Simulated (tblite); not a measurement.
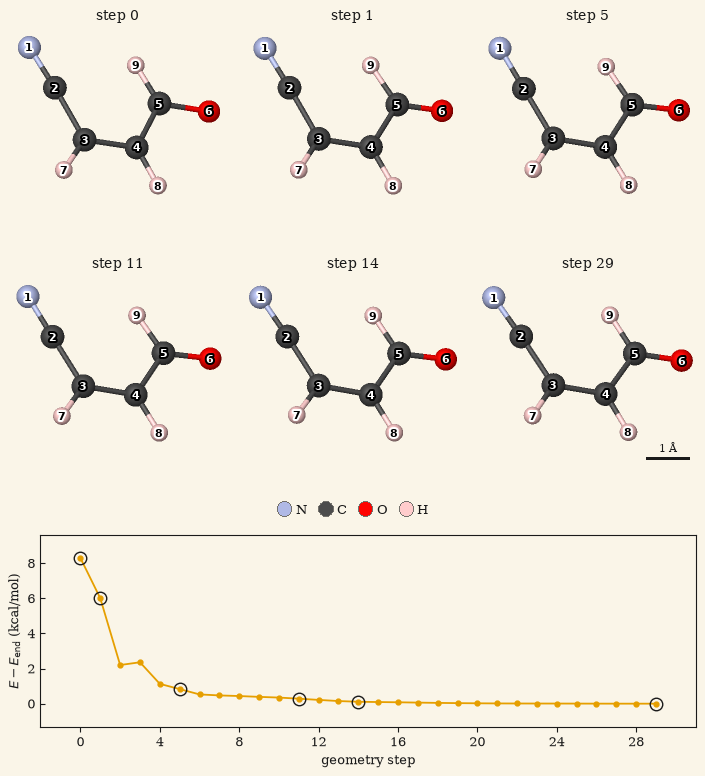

Frames of a relaxation of C4H3NO, marked on the history of the run. The picture is a ball-and-stick view, seen at a tilt.

Level of theory: GFN2-xTB geometry optimisation, gas phase (tblite). 

Describe the path.

N1 moves most after the best rigid fit: 0.18 Å. Largest moves by element: N 0.18 Å, C 0.14 Å, H 0.11 Å, O 0.07 Å. Near-neighbour distances that change, for instance: C5–O6 1.267 → 1.202 Å, C2–C3 1.458 → 1.410 Å, C4–H8 1.062 → 1.081 Å, C5–H9 1.090 → 1.107 Å. Bond angles that change, for instance: C5–C4–H8 124.7° → 116.4°, C4–C5–H9 121.9° → 114.1°, C4–C5–O6 116.3° → 124.0°. The energy falls by 8.30 kcal/mol in 29 geometry steps. From step 0 to 1: C5 moves most (0.07 Å), energy −2.29 kcal/mol. From step 1 to 5: O6 moves most (0.05 Å), energy −5.17 kcal/mol. From step 5 to 11: N1 moves most (0.06 Å), energy −0.54 kcal/mol. From step 11 to 14: N1 moves most (0.07 Å), energy −0.18 kcal/mol. From step 14 to 29: N and H atoms move most (0.05 Å), energy −0.11 kcal/mol.
